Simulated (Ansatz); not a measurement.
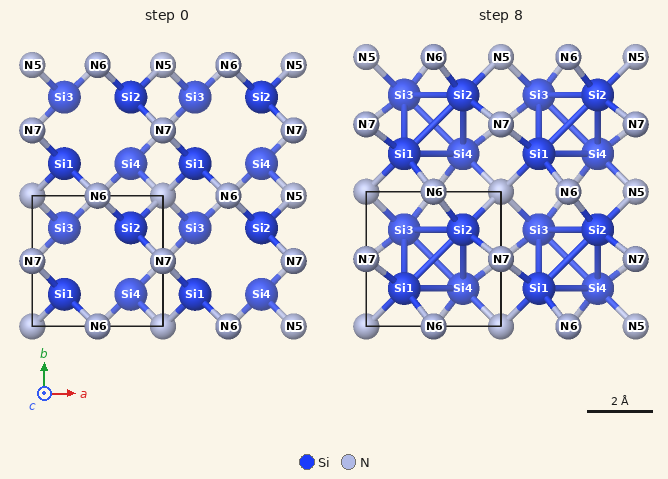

The structure of solid Si4N3 (a generated structure, set up in P-43m) (coarse preliminary run) before (left) and after (right) a relaxation, at one scale.

A ball-and-stick model of the cell of the calculation, repeated 2 × 2 × 1 with one cell outlined, seen along the c axis.

Level of theory: DFT PBE, scalar-relativistic, plane waves, PAW (Ansatz). (plane-wave cutoff 420 eV; k-point mesh 4 × 4 × 4; occupations gaussian; smearing width 0.1 eV; no spin polarisation; cell and atoms relaxed; force threshold 0.04 eV/Å; at most 70 steps)

Q: Summarise the run.

A: Over 6 accepted moves (8 points after the start) the energy falls by 676 meV per atom. The largest force component goes from 3.3 to 0.0026 eV/Å. Pressure: 42.68 GPa at the start and 0.05 GPa at the end. At 2 points the geometry stayed and the basis and grid were re-selected for the new cell (energy shift of 3.5 meV per atom at most each time). The largest moves relative to the cell, 0.26 Å, are those of Si1, Si2, Si3 and Si4. Si1 goes along [1 1 −1]. N stays in place. Cell: a = b = c 4.042 → 4.165 Å (+3.1 %). Volume +9.5 %. Among the contacts that change: Si1–Si2 2.808 → 3.321 Å, Si1–Si2 (another image) 2.907 → 2.570 Å, Si1–N5 1.740 → 1.893 Å. Bond angles that change, for instance: Si1–N6–Si3 107.6° → 122.6°, N5–Si4–N6 110.4° → 102.2°, Si1–N6–Si2 110.4° → 103.3°. The space group stays P-43m (No. 215).

Limits of the set-up: the k-point mesh is coarse for a cell with partly filled bands.
